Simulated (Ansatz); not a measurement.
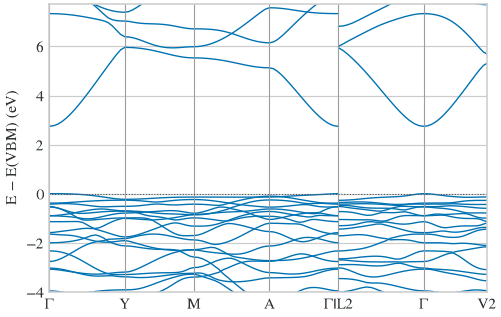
Figure. Band structure from DFT-r²SCAN in the program Ansatz with PAW potentials

Read off the gap and where the band edges lie.

About 2.7 eV (2.75 eV by a search for the band edges); maximum at Γ, minimum at Γ.

Which of these materials gives this?
(A) In2Ge2O7, C2/m (Pearson symbol mS22)
(B) RhCl3, C2/m (Rh on 4g, Cl on 8j, Cl on 4i)
(C) NdO2, C2/m (Nd on 4i, O on 4i, O on 4i)
(D) TiO2, C2/m (Pearson symbol mS24)

A, In2Ge2O7, C2/m (Pearson symbol mS22)

The workflow started from a Materials Project entry (that database holds measured and hypothetical structures alike); the Crystallography Open Database files this formula in space group No. 12, but the cells were not matched. Its standing as an ambient phase is unchecked. Symmetry was held in the r²SCAN relaxation; whether a distortion lowers the energy is not shown. Scalar-relativistic: spin–orbit coupling is off unless named, which matters more the heavier the elements.

Potentials: the later of the program's two PAW sets.
